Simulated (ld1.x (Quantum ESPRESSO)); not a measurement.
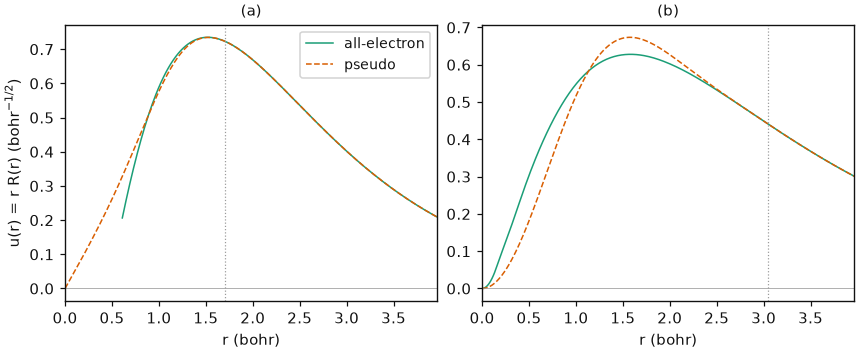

All-electron valence functions (solid) with their pseudo partners (dashed). Dotted lines mark the matching radii. The all-electron curves start outside the innermost oscillations, which aren't drawn.

ld1.x (Quantum ESPRESSO) 7.5, PBEsol, scalar-relativistic. The levels are (a) -9.49 eV, (b) -3.68 eV.

Identify the atom and the shell in each panel.

Boron (B), core [He], valence 2s1.75 2p1.25 (neutral): (a) 2s, (b) 2p.

Are the pseudo-waves norm-conserving?

Yes. The TM scheme keeps the all-electron norm inside the radius.
